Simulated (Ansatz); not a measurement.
BSiH$_{6}$F: several calculations on one system

**1. Relaxation**

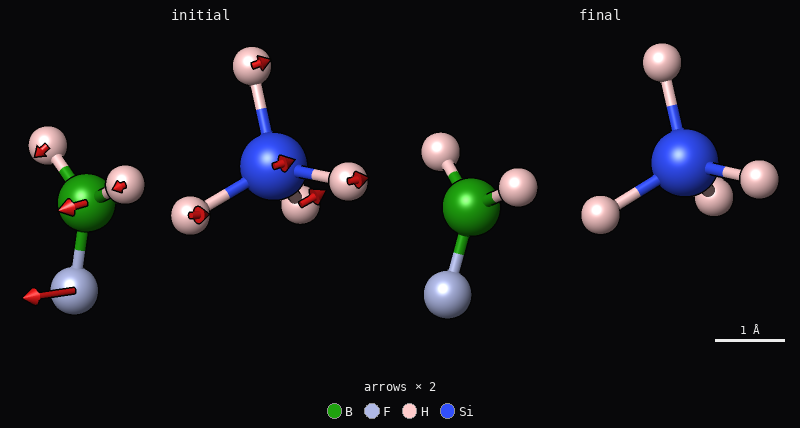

The structure of BSiH6F before (left) and after (right) a relaxation, at one scale. The red arrows give the displacements, magnified 2 times.

The picture is a ball-and-stick view, seen at a tilt.

The run prepares an end point of a later path (reaction) calculation, from a guessed geometry.

All numbers below come from RKS PBE/def2-SVP (Ansatz 0.2.0). (no spin polarisation; force threshold 0.03 eV/Å; at most 50 steps)

> What changed between the two?

Over 7 geometry steps the energy falls by 9.48 kJ/mol. Largest force component: 0.63 eV/Å at the start, 0.029 eV/Å at the end. The largest move after the best rigid fit is that of the F atom, 0.48 Å. By element the largest moves are F 0.48 Å, B 0.26 Å, H 0.25 Å, Si 0.19 Å. Among the contacts that change: H–Si 1.483 → 1.507 Å. The run took 17 s on 1 thread of Arm Neoverse V1 (shared host), peak memory 0.13 GiB.

**2. Relaxation**

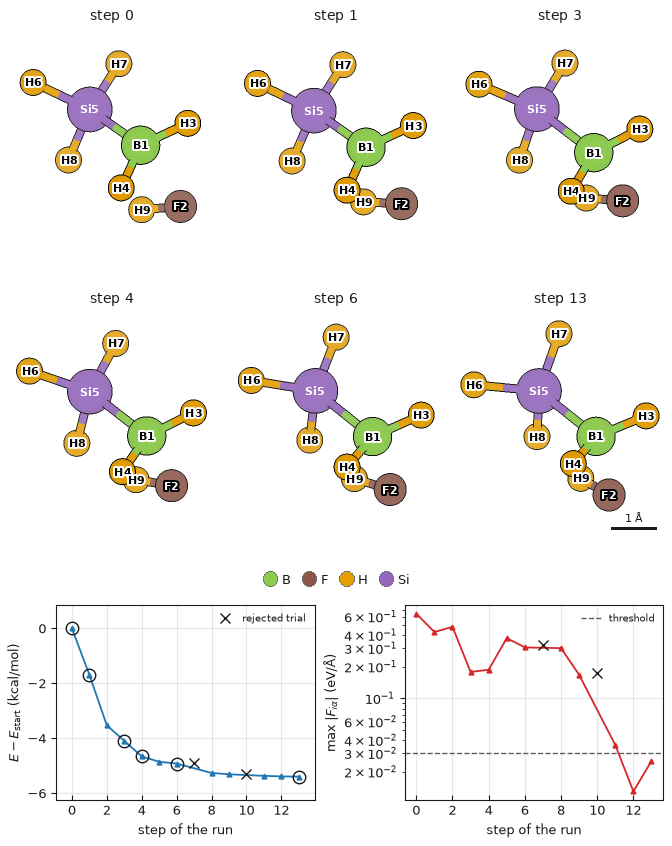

Frames of a relaxation of BSiH₆F, marked on the history of the run. The picture is a ball-and-stick view, seen from a free direction.

The run prepares an end point of a later path (reaction) calculation, from a guessed geometry.

Level of theory: RKS PBE/def2-SVP in Ansatz 0.2.0. Set-up: no spin polarisation; force threshold 0.03 eV/Å; at most 50 steps.

**What happens along the run?**

The largest move after the best rigid fit is that of F2, 0.70 Å. By element the largest moves are F 0.70 Å, H 0.56 Å, B 0.31 Å, Si 0.04 Å. Some distances before and after: B1–F2 2.513 → 1.791 Å, B1–Si5 1.972 → 2.036 Å, F2–H9 0.934 → 0.987 Å, Si5–H8 1.526 → 1.567 Å. Among the angles between lasting bonds that change: B1–Si5–H8 107.8° → 98.8°, B1–Si5–H6 112.0° → 119.9°, H3–B1–Si5 123.1° → 117.5°. The energy falls by 5.39 kcal/mol in 11 accepted moves (13 points after the start). Largest force component: 0.64 eV/Å at the start, 0.025 eV/Å at the end. The line search rejected the trial steps at points 7, 10 of the run. The run took 29 s on 1 thread of Arm Neoverse V1, with other jobs on the host, peak memory 0.13 GiB. From step 0 to 1: H9 moves most (0.20 Å), energy −1.68 kcal/mol. From step 1 to 3: F2 moves most (0.25 Å), energy −2.41 kcal/mol. From step 3 to 4: H8 moves most (0.12 Å), energy −0.57 kcal/mol. From step 4 to 6: H8 moves most (0.23 Å), energy −0.26 kcal/mol. From step 6 to 13: F2 moves most (0.19 Å), energy −0.47 kcal/mol.

**3. Path**

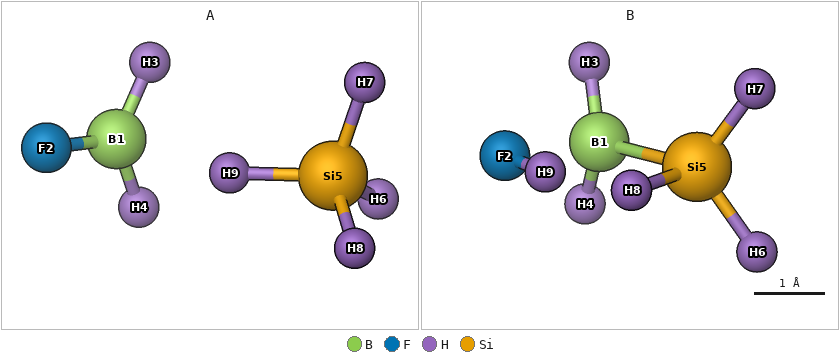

The two relaxed end points of a path for BSiH$_{6}$F, made up at the start of BH2F and SiH4. A ball-and-stick model, seen at a tilt.

The calculation used RKS PBE/def2-SVP (Ansatz).

Run with 7 movable images; climbing image; force threshold 0.05 eV/Å; iteration limit 60.

Start:
```xyz
9

B    -0.0419    0.6544   -0.0100
F     0.0869    1.4722    1.0316
H     0.9732    0.3186   -0.5939
H    -1.1708    0.3535   -0.3559
Si    0.1283   -2.7695    1.0751
H    -0.5988   -3.2046   -0.1638
H     1.5728   -3.1699    0.9974
H    -0.5120   -3.3700    2.2924
H     0.0466   -1.2691    1.1845
```

End:
```xyz
9

B     0.0922   -0.3133   -0.0817
F    -0.2185    0.2725    1.5815
H     1.1406    0.2392   -0.3540
H    -0.9159    0.0355   -0.6644
Si    0.1785   -2.2676    0.4814
H    -0.8691   -3.2358   -0.0047
H     1.5041   -2.9830    0.5342
H    -0.1824   -2.0965    1.9971
H    -0.2452   -0.6354    1.9678
```

Question: Predict the minimum-energy path and its barrier.

Answer: The energy climbs by 1.75 eV to image 5 and then falls by 0.33 eV, so the end point sits at +1.43 eV. Image 1 lies below both ends, at 0.00 eV, which points to an intermediate minimum that so few images don't resolve. Breaking: B1–F2 (1.33 → 1.70 at the top → 1.79 Å), Si5–H9 (1.51 → 2.00 at the top → 2.25 Å). Forming: B1–Si5 (3.60 → 2.11 at the top → 2.04 Å), F2–H9 (2.75 → 1.09 at the top → 0.99 Å). The band converged in 23 iterations. The largest component of the band force went from 6 to 0.034 eV/Å. The climbing image converged on the top of the path. Its vibrational analysis gives one imaginary mode (710i cm⁻¹), as a transition state must have.

Energies of the converged images:

```csv
image,path (Å),E (eV)
0,0.00,0.000
1,0.68,-0.005
2,1.36,-0.002
3,2.04,0.044
4,2.72,0.499
5,3.40,1.753
6,4.29,1.558
7,5.18,1.471
8,6.06,1.426
```

The geometry at the top of the path:

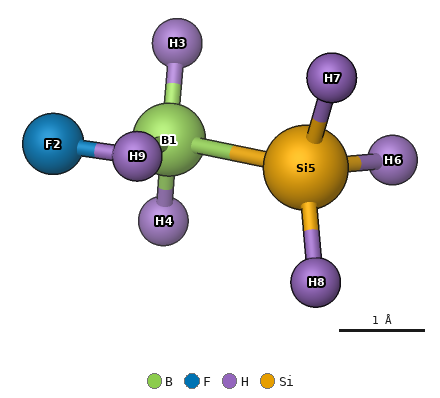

Limits of the set-up: the start holds two separate molecules, 2.3 Å apart at their closest, whose relative position is a soft coordinate and is computed without a dispersion correction.

Cost: 4.7 min on 1 thread of Arm Neoverse V1 (shared host), peak memory 0.15 GiB.
